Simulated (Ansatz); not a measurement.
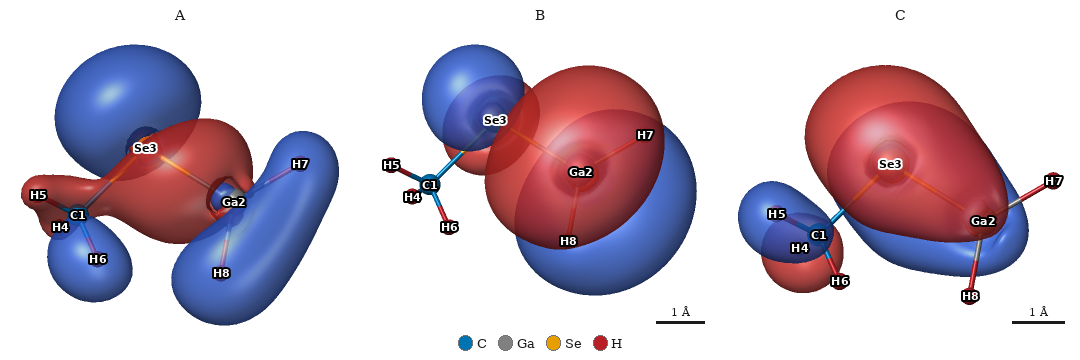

The picture shows: CH₅GaSe. Three frontier orbitals at ±0.06 Å⁻³ᐟ² (red and blue are the two phases), in no order.

Geometry: PBE0-D4/def2-SVP.

Level of theory: Ansatz, isolated molecule in a Gaussian basis; Kohn-Sham density functional theory, functional PBE0.

```xyz
8

C    -0.8855    1.1314   -0.1887
Ga    1.1667   -1.3966    0.2321
Se    1.0575    0.8739   -0.1623
H    -1.1725    1.5336   -1.1686
H    -1.1542    1.8495    0.5965
H    -1.4078    0.1823   -0.0134
H     2.5949   -2.0235    0.3270
H    -0.1992   -2.1505    0.3773
```

Which picture is the HOMO−1, the HOMO and the LUMO?

Answer. A is the HOMO−1 (−7.82 eV). By Hirshfeld shares it lies mainly on Se3 (about 60 %), Ga2 (about 20 %) and H8 (about 10 %). C is the HOMO (−6.85 eV). Its weight (Hirshfeld) is mainly on Se3 (about 75 %) and Ga2 (about 15 %); largely a lone pair of Se3. B is the LUMO (−1.44 eV). It lies mainly on Ga2 (about 70 %) and Se3 (about 15 %).

What is the HOMO–LUMO gap?

Answer. 5.41 eV between the orbital energies.
